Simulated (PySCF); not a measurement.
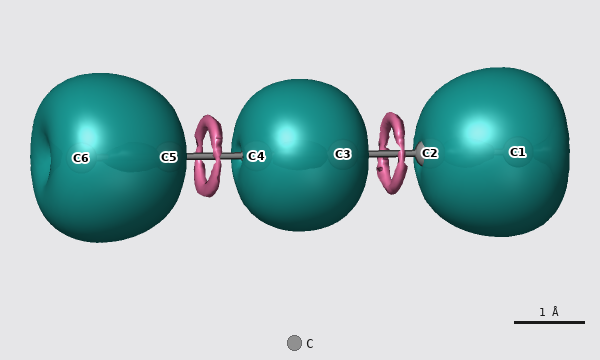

Figure 1: C$_{6}$ (hexacarbon chain) (triplet). Isosurfaces of the spin density (α minus β) at +0.03 (teal) and −0.03 e/Å³ (pink), seen from one side.

Geometry: PBE0-D3(BJ)/def2-SVP.

Level of theory: UKS B3LYP, IGLO-III on C, non-relativistic, mean-field spin-orbit, GIAO (PySCF).

```xyz
6

C    -3.1681   -0.3329    0.5672
C    -1.8896   -0.2002    0.3358
C    -0.6238   -0.0685    0.1087
C     0.6316    0.0610   -0.1163
C     1.8979    0.1901   -0.3414
C     3.1769    0.3213   -0.5712
```

> Which atoms carry the spin?

The unpaired spin (2 electrons) lies mostly on C1 (about 0.6), C6 (about 0.6), C4 (about 0.2), C3 (about 0.2), C2 (about 0.2) and C5 (about 0.2), in electrons by Hirshfeld's partition.
